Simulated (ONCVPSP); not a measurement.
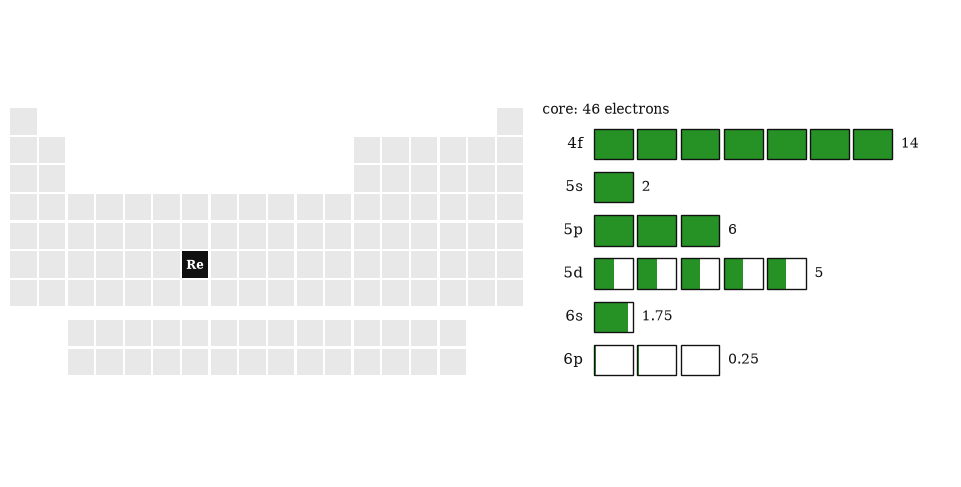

**Figure 1.** Left, the place of rhenium in the periodic table; right, the valence shells of the reference configuration: a box for each of the 2l + 1 orbitals, shaded by the share of the shell that is filled, with the electron count at the right. The shells are those of the unaltered input.

Re: pseudopotential generation

System: rhenium (Re, Z = 75), core [Kr] 4d10, reference valence 4f14 5s2 5p6 5d5 6s1.75 6p0.25, valence charge 29. (This line and the method describe the unaltered input from which the odd one was made.)
Method: ONCV potential, revPBE, scalar-relativistic, made with ONCVPSP 4.0.1.

**The input**
```
# ATOM AND REFERENCE CONFIGURATION
# atsym  z   nc   nv     iexc    psfile
  Re 75.00    9    6  -102130      upf
#
#   n    l    f
    1    0    2.00
    2    0    2.00
    2    1    6.00
    3    0    2.00
    3    1    6.00
    3    2   10.00
    4    0    2.00
    4    1    6.00
    4    2   10.00
    4    3   14.00
    5    0    2.00
    5    1    6.00
    5    2    5.00
    6    0    1.75
    6    1    0.25
#
# PSEUDOPOTENTIAL AND OPTIMIZATION
# lmax
    3
#
#   l,   rc,      ep,       ncon, nbas, qcut
    0    1.60    0.00    4    8    6.50
    1    1.90    0.00    5    8    7.70
    2    1.60    0.00    5    9    6.50
    3    0.55    0.00    3    8    0.30
#
# LOCAL POTENTIAL
# lloc, lpopt,  rc(5),   dvloc0
    4    5    0.45    0.00
#
# VANDERBILT-KLEINMAN-BYLANDER PROJECTORs
# l, nproj, debl
    0    3    2.40
    1    2    2.80
    2    2    3.20
    3    2    3.00
#
# MODEL CORE CHARGE
# icmod, fcfact, rcfact
    1    0.30    0.00
#
# LOG DERIVATIVE ANALYSIS
# epsh1, epsh2, depsh
   -5.00    5.00    0.04
#
# OUTPUT GRID
# rlmax, drl
    6.00    0.01
#
# TEST CONFIGURATIONS
# ncnf
    4
# nvcnf
#   n    l    f
    6
    4    3   14.00
    5    0    2.00
    5    1    6.00
    5    2    5.00
    6    0    2.00
    6    1    0.00
#
    6
    4    3   14.00
    5    0    2.00
    5    1    6.00
    5    2    5.00
    6    0    1.00
    6    1    0.00
#
    6
    4    3   14.00
    5    0    2.00
    5    1    6.00
    5    2    5.00
    6    0    0.00
    6    1    0.00
#
    6
    4    3   13.00
    5    0    2.00
    5    1    6.00
    5    2    5.00
    6    0    2.00
    6    1    0.00
#
```

Command:
```bash
oncvpsp.x < Re.dat > Re.out
```

**Log (extracts)**
```
ONCVPSP  (Optimized Norm-Conservinng Vanderbilt PSeudopotential)
scalar-relativistic version 4.0.1

#   n    l    f        energy (Ha)
    1    0    2.00    -2.6338193E+03
    2    0    2.00    -4.5666373E+02
    2    1    6.00    -3.9845508E+02
    3    0    2.00    -1.0573964E+02
    3    1    6.00    -8.8579421E+01
    3    2   10.00    -6.9149740E+01
    4    0    2.00    -2.2080807E+01
    4    1    6.00    -1.6453783E+01
    4    2   10.00    -9.3989607E+00
    4    3   14.00    -1.5694116E+00
    5    0    2.00    -3.1476773E+00
    5    1    6.00    -1.7428064E+00
    5    2    5.00    -2.1078201E-01
    6    0    1.75    -2.2757011E-01
    6    1    0.25    -5.5311282E-02

Reference configufation results
  iterations    33
  all-electron total energy (Ha)   -1.66925417D+04

Begin loop to  construct optimized pseudo wave functions
and semi-local pseudopoentials for all angular momenta

   Wellstate for l =  0  n =  7
     eigenvalue =   2.1724
     asymptotic potential =   2.6724
     half-point radius =  2.8315

Calculating optimized projector #   1

 for l=   0

    Fraction of norm inside rc  0.936958
    Optimizing pswf for qcut=   6.49 a_B^-1,  ecut=  21.06 Ha
    Residual kinetic energy error=  1.65D-04 Ha

    Energy error per electron        Cutoff
         Ha          eV             Ha
         0.01000     0.27211       13.85
         0.00100     0.02721       18.05
         0.00010     0.00272       27.64
         0.00001     0.00027       69.49

Calculating optimized projector #   2

 for l=   0

    Fraction of norm inside rc  0.056362
    Optimizing pswf for qcut=   6.49 a_B^-1,  ecut=  21.06 Ha
    Residual kinetic energy error=  1.20D-04 Ha

    Energy error per electron        Cutoff
         Ha          eV             Ha
         0.01000     0.27211       11.21
         0.00100     0.02721       17.10
         0.00010     0.00272       22.07
         0.00001     0.00027       56.31

Calculating optimized projector #   3

 for l=   0

    Fraction of norm inside rc  0.116816
    Optimizing pswf for qcut=   6.49 a_B^-1,  ecut=  21.06 Ha
    Residual kinetic energy error=  8.59D-04 Ha

    Energy error per electron        Cutoff
         Ha          eV             Ha
         0.01000     0.27211       15.51
         0.00100     0.02721       20.72
         0.00010     0.00272       35.35
         0.00001     0.00027       63.50

Calculating optimized projector #   1

 for l=   1

    Fraction of norm inside rc  0.935725
    Optimizing pswf for qcut=   7.70 a_B^-1,  ecut=  29.64 Ha
    Residual kinetic energy error=  6.61D-06 Ha

    Energy error per electron        Cutoff
         Ha          eV             Ha
         0.01000     0.27211        9.23
         0.00100     0.02721       19.71
         0.00010     0.00272       24.93
         0.00001     0.00027       29.38

Calculating optimized projector #   2

 for l=   1

    Fraction of norm inside rc  0.026756
    Optimizing pswf for qcut=   7.70 a_B^-1,  ecut=  29.64 Ha
    Residual kinetic energy error=  1.45D-06 Ha

    Energy error per electron        Cutoff
         Ha          eV             Ha
         0.01000     0.27211        6.19
         0.00100     0.02721        9.35
         0.00010     0.00272       20.90
         0.00001     0.00027       26.06

   Wellstate for l =  2  n =  7
     eigenvalue =   2.9892
     asymptotic potential =   3.4892
     half-point radius =  3.2734

Calculating optimized projector #   1

 for l=   2

    Fraction of norm inside rc  0.420085
    Optimizing pswf for qcut=   6.49 a_B^-1,  ecut=  21.06 Ha
    Residual kinetic energy error=  4.06D-05 Ha

    Energy error per electron        Cutoff
         Ha          eV             Ha
         0.01000     0.27211       11.63
         0.00100     0.02721       15.21
         0.00010     0.00272       18.58
         0.00001     0.00027       91.26

Calculating optimized projector #   2

 for l=   2

    Fraction of norm inside rc  0.096343
    Optimizing pswf for qcut=   6.49 a_B^-1,  ecut=  21.06 Ha
    Residual kinetic energy error=  7.09D-05 Ha

    Energy error per electron        Cutoff
         Ha          eV             Ha
         0.01000     0.27211       13.34
         0.00100     0.02721       17.16
         0.00010     0.00272       20.54
         0.00001     0.00027       59.85

   Wellstate for l =  3  n =  5
     eigenvalue =   1.4306
     asymptotic potential =   1.9306
     half-point radius =  2.7354

Calculating optimized projector #   1

 for l=   3

    Fraction of norm inside rc  0.547726
    Optimizing pswf for qcut=   0.30 a_B^-1,  ecut=   0.05 Ha
    Residual kinetic energy error=  3.27D+01 Ha

    Energy error per electron        Cutoff
         Ha          eV             Ha
         0.01000     0.27211     1501.05

Calculating optimized projector #   2

 for l=   3

    Fraction of norm inside rc  0.027020
    Optimizing pswf for qcut=   0.30 a_B^-1,  ecut=   0.05 Ha
    Residual kinetic energy error=  3.37D+00 Ha

    Energy error per electron        Cutoff
         Ha          eV             Ha
         0.01000     0.27211      783.11
         0.00100     0.02721     1506.15

Construct Vanderbilt / Kleinmman-Bylander projectors

B matrix Hermiticity error, ll=   0
   1   2    4.2352E-04
   1   3   -9.8665E-04
   2   3    1.5902E-04

  Orthonormal projector coefficients  6.5157E+01  7.7723E+00  1.8260E+00

B matrix Hermiticity error, ll=   1
   1   2    1.2405E-04

  Orthonormal projector coefficients  2.9524E+01  1.3140E+00

B matrix Hermiticity error, ll=   2
   1   2   -3.5205E-04

  Orthonormal projector coefficients  1.8170E+01  1.1035E+00

B matrix Hermiticity error, ll=   3
   1   2    8.8136E-04

  Orthonormal projector coefficients -5.4357E+02 -1.0283E+02

Model core correction analysis
  based on d2Exc/dn_idn_j

d2excae - all-electron derivatives

   -2.639625D-02   -1.143560D-02   -7.869017D-03   -2.675898D-03
   -8.210250D-04   -2.965394D-04
   -1.143486D-02   -2.960818D-02   -2.555883D-02   -1.090929D-02
   -1.144859D-03   -6.287200D-04
   -7.876260D-03   -2.563623D-02   -2.536600D-02   -1.360952D-02
   -8.659178D-04   -3.875159D-04
   -2.727729D-03   -1.139131D-02   -1.442534D-02   -1.136420D-02
   -8.035324D-04    4.802522D-05
   -8.756743D-04   -1.637946D-03   -1.913050D-03   -2.128059D-03
   -4.953123D-04    2.632470D-05
   -3.077175D-04   -7.284797D-04   -6.156762D-04   -3.216664D-04
   -7.780283D-05   -1.531610D-05

d2excps - pseudofunction derivatives with no core correction

   -5.037535D-02   -1.859502D-02   -1.088655D-02   -2.832786D-03
   -1.468535D-03   -4.456900D-04
   -1.859456D-02   -2.685074D-02   -2.460342D-02   -1.103203D-02
   -1.010789D-03   -5.995276D-04
   -1.089383D-02   -2.468082D-02   -2.511501D-02   -1.379682D-02
   -8.643604D-04   -3.930858D-04
   -2.884117D-03   -1.151450D-02   -1.461352D-02   -1.149519D-02
   -8.194602D-04    3.544083D-05
   -1.522593D-03   -1.504353D-03   -1.912696D-03   -2.145728D-03
   -4.830359D-04    2.717405D-05
   -4.567416D-04   -6.993833D-04   -6.215077D-04   -3.347333D-04
   -7.709560D-05   -1.567946D-05

rms 2nd derivative error    4.429406E-03

Polynomial model core charge

d2excps - pseudofunction derivatives with core correction

   -3.448357D-02   -1.381891D-02   -8.831822D-03   -2.567582D-03
   -1.000730D-03   -3.397951D-04
   -1.381828D-02   -2.448151D-02   -2.293028D-02   -1.074941D-02
   -8.167827D-04   -5.162934D-04
   -8.839053D-03   -2.300761D-02   -2.408694D-02   -1.363460D-02
   -7.281178D-04   -3.411263D-04
   -2.618876D-03   -1.123157D-02   -1.445081D-02   -1.149258D-02
   -7.968892D-04    4.521000D-05
   -1.054741D-03   -1.310062D-03   -1.775841D-03   -2.122384D-03
   -4.658784D-04    3.400623D-05
   -3.508371D-04   -6.160863D-04   -5.694127D-04   -3.247487D-04
   -7.020275D-05   -1.315430D-05

rms 2nd derivative error    1.831829E-03

Pseudoatom total energy -408.669913

Diagnostic tests using Vanderbilt-Kleinman-Bylander pseudopotentials
  1 or more projectors used as specified by nproj input data

   l    rcore       rmatch      e in        delta e   norm test  slope test

   0   1.6007622   1.6493648  -3.1476773   0.0000023   1.0002378   1.0002301
   0   1.6007622   1.6493648  -0.2275701   0.0000056   1.0000519   1.0000444
   0   1.6007622   1.6493648   2.1724299   0.0000711   1.0003764   1.0003764

   1   1.9040057   1.9618155  -1.7428064   0.0000009   1.0001636   1.0001641
   1   1.9040057   1.9618155  -0.0553113   0.0000020   1.0000430   1.0000359

   2   1.6007622   1.6493648  -0.2107820   0.0000058   1.0000850   1.0001131
   2   1.6007622   1.6493648   2.9892180   0.0000371   1.0003922   1.0003922

   3   0.5519329   0.5686907  -1.5694116  -0.0097331   1.0005392   0.9948187
run_diag: lschvkbbe ERROR   2   4   3  60  1.43058837E+00  1.23752954E+00
   3   0.5519329   0.5686907   1.4305884  -0.1930588   0.4865061   0.5157318

 Testing for bound ghosts
   n   l    E NL Schr. Eq   E Basis Diag.   E Cutoff

       0                      -50.402761    136.88  WARNING - GHOST(-)
   1   0       -3.147675       -3.147655    136.88
   2   0       -0.227564       -0.166879    136.88

       1                      -31.271261     84.00  WARNING - GHOST(-)
   2   1       -1.742806       -1.742774     84.00
   3   1       -0.055309        0.028819     84.00

       2                       -4.535858    172.64  WARNING - GHOST(-)
   3   2       -0.210776       -0.200937    172.64

   4   3       -1.579145       -1.498696   1273.72

 Testing for highly-localized positive-energy ghosts
       l    <radius>/rc     E Basis Diag.   E Cutoff

       0        0.272876        8.586093    136.88  WARNING - GHOST(+)

       3        0.464650      422.658794   1273.72  WARNING - GHOST(+)

Test configuration 0

   n   l     f        eae           eps        diff
   1   0  2.0000-2633.81933183
   2   0  2.0000 -456.66372895
   2   1  6.0000 -398.45508441
   3   0  2.0000 -105.73964068
   3   1  6.0000  -88.57942051
   3   2 10.0000  -69.14973993
   4   0  2.0000  -22.08080726
   4   1  6.0000  -16.45378256
   4   2 10.0000   -9.39896066
   4   3 14.0000   -1.56941162   -1.57914470   -9.73D-03
   5   0  2.0000   -3.14767729   -3.14767496    2.33D-06
   5   1  6.0000   -1.74280641   -1.74280555    8.63D-07
   5   2  5.0000   -0.21078201   -0.21077622    5.79D-06
   6   0  1.7500   -0.22757011   -0.22756447    5.64D-06
   6   1  0.2500   -0.05531128   -0.05530931    1.97D-06

    Total energies and differences
      AE_ref= -1.66925417D+04  AE_tst= -1.66925417D+04  dif=  0.00D+00
      PS_ref= -4.08669913D+02  PS_tst= -4.08669913D+02  dif= -7.96D-13
      PSP excitation error=  7.96D-13

Test configuration 1

   n   l     f        eae           eps        diff
   1   0  2.0000-2633.80242228
   2   0  2.0000 -456.64710632
   2   1  6.0000 -398.43846368
   3   0  2.0000 -105.72293376
   3   1  6.0000  -88.56271438
   3   2 10.0000  -69.13305731
   4   0  2.0000  -22.06406203
   4   1  6.0000  -16.43704619
   4   2 10.0000   -9.38224628
   4   3 14.0000   -1.55269714   -1.56188374   -9.19D-03
   5   0  2.0000   -3.13084009   -3.13071330    1.27D-04
   5   1  6.0000   -1.72584835   -1.72583646    1.19D-05
   5   2  5.0000   -0.19533925   -0.19535332   -1.41D-05
   6   0  2.0000   -0.21606301   -0.21604186    2.12D-05

    Total energies and differences
      AE_ref= -1.66925417D+04  AE_tst= -1.66925843D+04  dif= -4.26D-02
      PS_ref= -4.08669913D+02  PS_tst= -4.08712518D+02  dif= -4.26D-02
      PSP excitation error=  1.04D-05

Test configuration 2

   n   l     f        eae           eps        diff
   1   0  2.0000-2634.08865984
   2   0  2.0000 -456.93119956
   2   1  6.0000 -398.72261459
   3   0  2.0000 -106.00733893
   3   1  6.0000  -88.84712343
   3   2 10.0000  -69.41731017
   4   0  2.0000  -22.34862466
   4   1  6.0000  -16.72156193
   4   2 10.0000   -9.66662716
   4   3 14.0000   -1.83704765   -1.84904678   -1.20D-02
   5   0  2.0000   -3.41574395   -3.41638214   -6.38D-04
   5   1  6.0000   -2.01193668   -2.01206337   -1.27D-04
   5   2  5.0000   -0.47309197   -0.47300865    8.33D-05
   6   0  1.0000   -0.46220740   -0.46228934   -8.19D-05

    Total energies and differences
      AE_ref= -1.66925417D+04  AE_tst= -1.66922474D+04  dif=  2.94D-01
      PS_ref= -4.08669913D+02  PS_tst= -4.08375545D+02  dif=  2.94D-01
      PSP excitation error= -1.37D-04

Test configuration 3

psatom: WARNING lschvkbb convergence error n,l,iter=   3   1   5
ea(ii),et,emin,emax -6.521521E-02 -7.173673E-02 -7.173673E-02 -7.173673E-02
run_config: WARNING for fully non-local PS atom, stg. 1
 WARNING no output for configuration 4

Test configuration 4

   n   l     f        eae           eps        diff
   1   0  2.0000-2634.58171466
   2   0  2.0000 -457.46243516
   2   1  6.0000 -399.24881724
   3   0  2.0000 -106.59319351
   3   1  6.0000  -89.43198792
   3   2 10.0000  -69.99769939
   4   0  2.0000  -22.88375362
   4   1  6.0000  -17.24235844
   4   2 10.0000  -10.17091509
   4   3 13.0000   -2.31079027   -2.33948473   -2.87D-02
   5   0  2.0000   -3.68108853   -3.70544545   -2.44D-02
   5   1  6.0000   -2.23002677   -2.23437347   -4.35D-03
   5   2  5.0000   -0.59660662   -0.59174114    4.87D-03
   6   0  2.0000   -0.51093228   -0.51387506   -2.94D-03

    Total energies and differences
      AE_ref= -1.66925417D+04  AE_tst= -1.66906608D+04  dif=  1.88D+00
      PS_ref= -4.08669913D+02  PS_tst= -4.06772511D+02  dif=  1.90D+00
      PSP excitation error= -1.65D-02
```

**Outcome**

| quantity | value |
| --- | --- |
| outcome | generated, with a ghost state |
| ghost flags of the generator | 3 GHOST(-), 2 GHOST(+) |
| largest excitation error printed | 450 meV |
| hardware | 1 CPU thread, shared host |
| wall time | 6 s |

**What is odd here**

The input is odd on purpose: qcut of l = 3 set to 0.30. The program ran to the end. The all-electron atom is untouched: its total energy equals that from the unaltered input (−16692.5417 Ha). The pseudo-atom's total energy moves by +2.4 Ha, so the potential, or the configuration in which it is tested, is another one. The unaltered input has a GHOST(-) flag too. The potential has a bound ghost state, so it can't be used as it stands. Warnings of the program, in the generation or the tests: psatom: WARNING lschvkbb convergence error n,l,iter= 3 1 5.
